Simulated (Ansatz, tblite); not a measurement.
**The cluster Si₄H₇−: charged states by level of theory**

What does removing an electron cost or gain for the cluster Si₄H₇−? Each charged state is run at several levels.

Program: Ansatz 0.2.0, Gaussian basis. Level of theory: as each input shows. These are calculated values, not measurements.

Levels to be run: charge 0 doublet, at the geometry of the singlet (PBE0-D4/def2-TZVPD, PBE-D4/def2-TZVPD, r2SCAN-D4/def2-TZVPD); the starting singlet's energies come from earlier runs.

### Step 1. The structure

The geometry is that of the singlet, from an earlier relaxation (B3LYP-D4/def2-SVPD). At that level it is the lowest of the isomers that a small search found.

11 atoms, charge -1, spin multiplicity 1.

Atoms are counted from 1 here; the program's logs count them from 0.

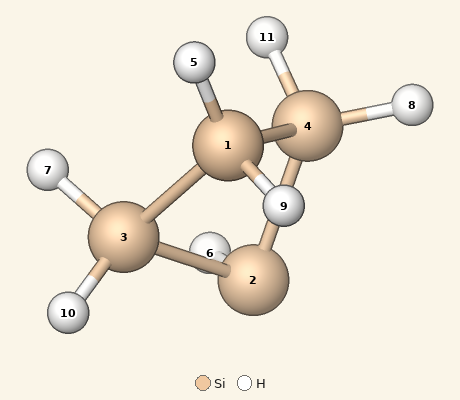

The geometry (silicon light orange, hydrogen white); atoms are numbered from 1 in the order of the file.

The ion is computed in the gas phase, without counter-ions or solvent.

### Step 2. Charge 0 doublet at the fixed geometry, first pass, PBE0-D4/def2-SVP

in.yaml reads:

```yaml
crystal:
  periodic: [false, false, false]
  atoms:
    - {symbol: Si, position_ang: [1.282246, 0.271069, 0.703059]}
    - {symbol: Si, position_ang: [-1.981208, -0.488479, 0.287527]}
    - {symbol: Si, position_ang: [-0.612135, 1.466603, -0.063889]}
    - {symbol: Si, position_ang: [0.115926, -1.571066, -0.221701]}
    - {symbol: H, position_ang: [2.682563, 0.629236, 0.274915]}
    - {symbol: H, position_ang: [-2.637774, -0.576154, -1.095349]}
    - {symbol: H, position_ang: [-0.278561, 1.928327, -1.464513]}
    - {symbol: H, position_ang: [0.432539, -2.926171, 0.367244]}
    - {symbol: H, position_ang: [1.335280, 0.206823, 2.204623]}
    - {symbol: H, position_ang: [-0.928546, 2.754336, 0.660491]}
    - {symbol: H, position_ang: [0.589670, -1.694515, -1.652399]}
basis:
  gaussian: {orbitals: def2-SVP}
magnetization: {spin_polarized: true, initial_magnetization: 1}
hamiltonian: {xc: pbe0, dispersion: d4}
output: {orbitals: {seedname: orbitals}}
```

On the command line:

```sh
$ ansatz run in.yaml --threads 4 --pin off --events-out ev --progress --plain --max-ram 3916MiB
```

Output:

```text
Functional definition: PBE0
  name "PBE0"
  cite "Adamo & Barone, J. Chem. Phys. 110, 6158 (1999) doi:10.1063/1.478522"
  cite "Perdew, Burke & Ernzerhof, Phys. Rev. Lett. 77, 3865 (1996) doi:10.1103/PhysRevLett.77.3865"
  parent pbe
  parameter a = 0.25
  parameter kappa = 0.804
  parameter beta = 0.06672455060314922
  exchange = (1 - a)*pbe_x(kappa = kappa, mu = beta*pi^2/3) + a*exact_x
  correlation = pbe_c(beta = beta)
1035 factors; integrals over basis functions are off by at most 1.0e-3 eV
mean field evaluation 1: about -31598.4069 eV, gradient 8.8e0 eV
mean field evaluation 2: about -31598.6425 eV, gradient 7.8e0 eV
mean field evaluation 4: about -31599.2106 eV, gradient 3.3e-1 eV
mean field evaluation 8: about -31599.2379 eV, gradient 4.7e-2 eV
mean field evaluation 16: about -31599.2380 eV, gradient 3.0e-4 eV
mean field -31599.23797307 eV, -1161.2505767775 hartree, gradient 5.3e-5 eV, S^2 0.754387; 0 other end points of the search recorded, 0 dependent functions left out
reference -31599.23800347 eV, -1161.2505778949 hartree; 32, 31 occupied and 75, 76 virtual orbitals, 1035 factors
Total energy: -31599.55150516 eV, -1161.2620988694 hartree
```

Run time: 2.5 s. Hardware: 4 threads of Arm Neoverse V2, shared host.

From the report: HOMO -7.27 eV, LUMO -4.23 eV (over both spins); ⟨S²⟩ 0.754 (pure: 0.75).

### Step 3. Charge 0 doublet at the fixed geometry, PBE0-D4/def2-TZVPD

start.molden holds the orbitals of an earlier run on this state, given as this run's starting guess.

Edit in.yaml of step 2 so:

```diff
@@ -15,5 +15,6 @@
 basis:
-  gaussian: {orbitals: def2-SVP}
+  gaussian: {orbitals: def2-TZVPD, initial_orbitals: start.molden}
 magnetization: {spin_polarized: true, initial_magnetization: 1}
 hamiltonian: {xc: pbe0, dispersion: d4}
+scf: {omitted_lower_state_checks: [starts]}
 output: {orbitals: {seedname: orbitals}}
```

Same command.

Output:

```text
Functional definition: PBE0
  name "PBE0"
  cite "Adamo & Barone, J. Chem. Phys. 110, 6158 (1999) doi:10.1063/1.478522"
  cite "Perdew, Burke & Ernzerhof, Phys. Rev. Lett. 77, 3865 (1996) doi:10.1103/PhysRevLett.77.3865"
  parent pbe
  parameter a = 0.25
  parameter kappa = 0.804
  parameter beta = 0.06672455060314922
  exchange = (1 - a)*pbe_x(kappa = kappa, mu = beta*pi^2/3) + a*exact_x
  correlation = pbe_c(beta = beta)
these checks for a lower state are left out or cut short: starts
1541 factors; their error is unknown
mean field evaluation 1: about -31607.9275 eV, gradient 8.7e1 eV
mean field evaluation 2: about -31610.1347 eV, gradient 2.8e0 eV
mean field evaluation 4: about -31610.1946 eV, gradient 9.2e-2 eV
mean field evaluation 8: about -31610.1947 eV, gradient 1.3e-5 eV
mean field -31610.19468256 eV, -1161.6532284248 hartree, gradient 1.3e-5 eV, S^2 0.755982; 0 other end points of the search recorded, 0 dependent functions left out
reference -31610.19472710 eV, -1161.6532300615 hartree; 32, 31 occupied and 203, 204 virtual orbitals, 1541 factors
Total energy: -31610.50822879 eV, -1161.6647510360 hartree
Checks for a lower state left out: starts
```

Wall time 9 s (4 threads of Arm Neoverse V2, shared host); peak memory 0.98 GiB.

HOMO -7.18 eV, LUMO -4.18 eV (over both spins); ⟨S²⟩ 0.756 (pure: 0.75).

### Step 4. Charge 0 doublet at the fixed geometry, PBE-D4/def2-TZVPD

Edit in.yaml of step 3 so:

```diff
@@ -17,3 +17,3 @@
 magnetization: {spin_polarized: true, initial_magnetization: 1}
-hamiltonian: {xc: pbe0, dispersion: d4}
+hamiltonian: {xc: pbe, dispersion: d4}
 scf: {omitted_lower_state_checks: [starts]}
```

Same command.

Output:

```text
Functional definition: PBE
  name "PBE"
  cite "Perdew, Burke & Ernzerhof, Phys. Rev. Lett. 77, 3865 (1996) doi:10.1103/PhysRevLett.77.3865"
  parent pbe
  parameter kappa = 0.804
  parameter beta = 0.06672455060314922
  exchange = pbe_x(kappa = kappa, mu = beta*pi^2/3)
  correlation = pbe_c(beta = beta)
these checks for a lower state are left out or cut short: starts
1457 factors; their error is unknown
mean field evaluation 1: about -31606.9468 eV, gradient 8.7e0 eV
mean field evaluation 2: about -31607.0733 eV, gradient 1.9e-1 eV
mean field evaluation 4: about -31607.0502 eV, gradient 3.4e-3 eV
mean field -31607.05018771 eV, -1161.5376703701 hartree, gradient 1.5e-5 eV, S^2 0.754501; 0 other end points of the search recorded, 0 dependent functions left out
reference -31607.05025127 eV, -1161.5376727060 hartree; 32, 31 occupied and 203, 204 virtual orbitals, 1457 factors
Total energy: -31607.41503693 eV, -1161.5510783319 hartree
Checks for a lower state left out: starts
```

Wall time 5.5 s (4 threads of Arm Neoverse V2, shared host).

Report: HOMO -6.23 eV, LUMO -5.02 eV (over both spins); ⟨S²⟩ 0.755 (pure: 0.75).

### Step 5. Charge 0 doublet at the fixed geometry, r2SCAN-D4/def2-TZVPD

Edit in.yaml of step 4 so:

```diff
@@ -17,3 +17,3 @@
 magnetization: {spin_polarized: true, initial_magnetization: 1}
-hamiltonian: {xc: pbe, dispersion: d4}
+hamiltonian: {xc: r2scan, dispersion: d4}
 scf: {omitted_lower_state_checks: [starts]}
```

Launched as before.

Output:

```text
Functional definition: r2SCAN
  name "r2SCAN"
  cite "Furness, Kaplan, Ning, Perdew & Sun, J. Phys. Chem. Lett. 11, 8208 (2020) doi:10.1021/acs.jpclett.0c02405"
  cite "Furness, Kaplan, Ning, Perdew & Sun, J. Phys. Chem. Lett. 11, 9248 (2020) doi:10.1021/acs.jpclett.0c03077"
  parent r2scan
  parameter k0 = 0.174
  parameter k1 = 0.065
  parameter a1 = 4.9479
  exchange = r2scan_x(k0 = k0, k1 = k1, a1 = a1)
  correlation = r2scan_c
these checks for a lower state are left out or cut short: starts
1457 factors; their error is unknown
mean field evaluation 1: about -31620.5473 eV, gradient 6.0e0 eV
mean field evaluation 2: about -31620.5962 eV, gradient 8.0e-2 eV
mean field evaluation 4: about -31620.5699 eV, gradient 2.6e-4 eV
mean field -31620.56994873 eV, -1162.0345124237 hartree, gradient 1.4e-5 eV, S^2 0.758993; 0 other end points of the search recorded, 0 dependent functions left out
reference -31620.56997208 eV, -1162.0345132819 hartree; 32, 31 occupied and 203, 204 virtual orbitals, 1457 factors
Total energy: -31620.65377427 eV, -1162.0375929554 hartree
Checks for a lower state left out: starts
```

Wall time 12 s (4 threads of Arm Neoverse V2, shared host).

From the report: HOMO -6.45 eV, LUMO -4.68 eV (over both spins); ⟨S²⟩ 0.759 (pure: 0.75).

### Step 6. Vertical ionisation energy

Charged state less starting state, singlet to doublet; the starting state's energies are those of its earlier runs.

```csv
level,vertical ionisation energy (eV),time
PBE-D4/def2-TZVPD,+2.77,8 s
r2SCAN-D4/def2-TZVPD,+2.68,18 s
PBE0-D4/def2-TZVPD,+2.75,13 s
```

Times add the two runs; a level without a time comes out of a correlated run.

Beside −ε(HOMO) of the starting state:

```csv
level,−ε(HOMO) (eV),by difference (eV),mismatch (eV)
PBE-D4/def2-TZVPD,0.37,2.77,-2.41
r2SCAN-D4/def2-TZVPD,0.48,2.68,-2.20
PBE0-D4/def2-TZVPD,1.17,2.75,-1.58
```

### Step 7. Summary of results

```
                                             quantity                                 value
vertical ionisation energy, functionals in def2-TZVPD  2.68 (r2SCAN-D4) to 2.77 eV (PBE-D4)
```

In words: The vertical ionisation energy spans 2.68 to 2.77 eV over the functionals. −ε(HOMO) misses the level's own difference by -1.58 eV at best (PBE0-D4) and -2.41 eV at worst (PBE-D4).
